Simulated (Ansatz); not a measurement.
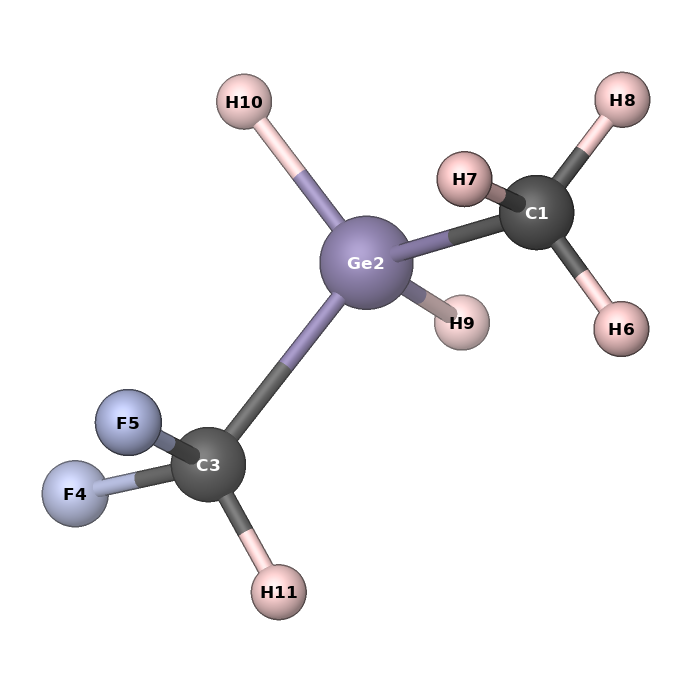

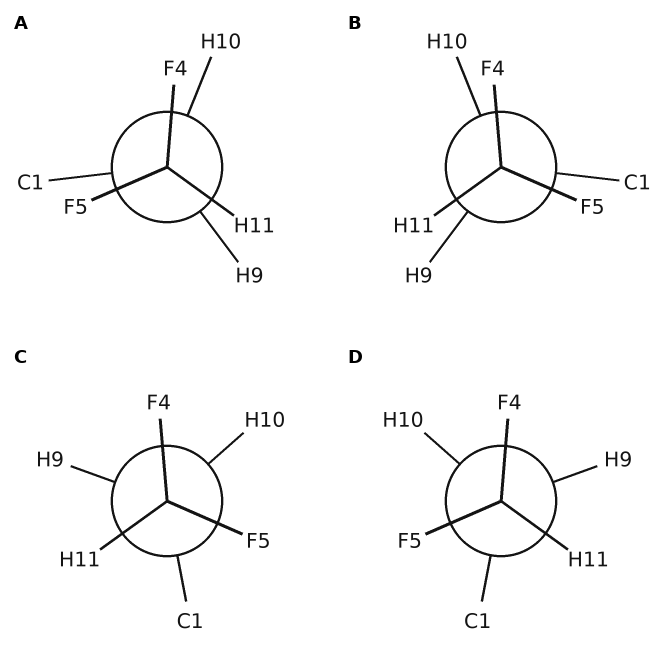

Atoms fade into the background with distance from the viewer. Bonds that would overlap in a projection are set slightly apart. The computed structure is the end point of a PBE0-D4/def2-TZVP optimisation. No frequency run is at hand to confirm it as a minimum.

Question: Which Newman projection shows the view along C3–Ge2, with C3 in front?

Answer: C. The torsion angle F4–C3–Ge2–C1 is 174°, antiperiplanar (anti).
